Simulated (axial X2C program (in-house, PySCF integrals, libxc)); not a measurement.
## Relativistic diatomic calculation for CdNa⁺

CdNa⁺, single determinant with M_S = 0 and |Λ| = 0. Computed at this level: HF, spin-free X2C-1e, Cd dyall-v3z, Na dyall-v3z (cores contracted) (axial X2C program (in-house, PySCF integrals, libxc)).

## Input
```
{"zs": [48, 11], "q": 1, "bas": ["dyall-v3z", "dyall-v3z"], "levels": ["PBE0", "HF", "B3LYP", "TPSS"], "cc": false, "r0": 2.91, "npts": 10, "nst": 2, "ntry": 6, "opt": {"nrad": 30, "nth": 6}}
```

The line is the task of a batch: nuclear charges, charge, bases, the levels to run, a first guess of the distance and further settings. This report covers HF without spin-orbit coupling. The log is that of the reference distance 3.207 Å.

Launched within a batch (the task file carries these settings):
```bash
python <driver script> task.json out
```

## Log
```
spin-free X2C-1e  HF
basis functions 194  fitting functions 974  grid points 304
iter        total energy     max residual
   1      -5753.268866096     5.02e-01
   2      -5753.293393675     7.95e-03
   3      -5753.294198795     1.03e-02
   4      -5753.294255499     2.44e-03
   5      -5753.294266795     3.96e-04
   6      -5753.294267327     1.02e-04
   7      -5753.294267431     2.76e-05
   8      -5753.294267441     8.40e-06
   9      -5753.294267441     2.57e-06
converged
one-electron -8099.58846063  Coulomb 2426.52421825  exact exchange -167.35368186  xc functional 0.00000000  nuclear repulsion 87.12365680
```

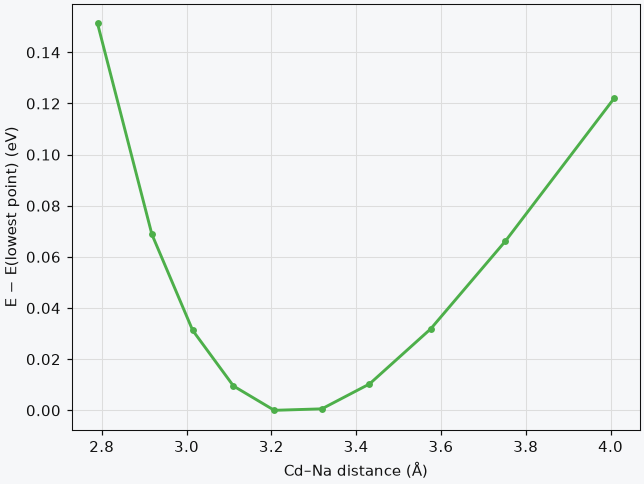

Figure 1. Energy at 10 bond lengths, for one set of occupations held fixed; the line joins the points. A polynomial of degree 6 through 9 points gives rₑ = 3.256 Å, ωₑ = 111.5 cm⁻¹, ωₑxₑ = 0.86 cm⁻¹ and Bₑ = 0.08314 cm⁻¹. The minimum lies 0.44 eV below Cd + Na⁺, each computed as one determinant at the same level.

## What the run reported

- outcome: converged
- bond length rₑ: 3.256 Å
- ωₑ: 111.5 cm⁻¹
- energy at the minimum: −5753.29431 hartree
- depth below the fragments: 0.44 eV
- hardware: 1 thread of Arm Neoverse N1, 54 GiB of memory available, shared host
- wall time: 3.1 s
- peak memory: 0.36 GiB

## What is odd here

This input holds a deliberate oddity: coarse grid (nrad = 30.0) (nth = 6.0). The program ran to the end. Its numbers are those of the input as typed; this run alone doesn't show how far the oddity moves them. Hartree–Fock lacks correlation, so it usually binds too weakly.
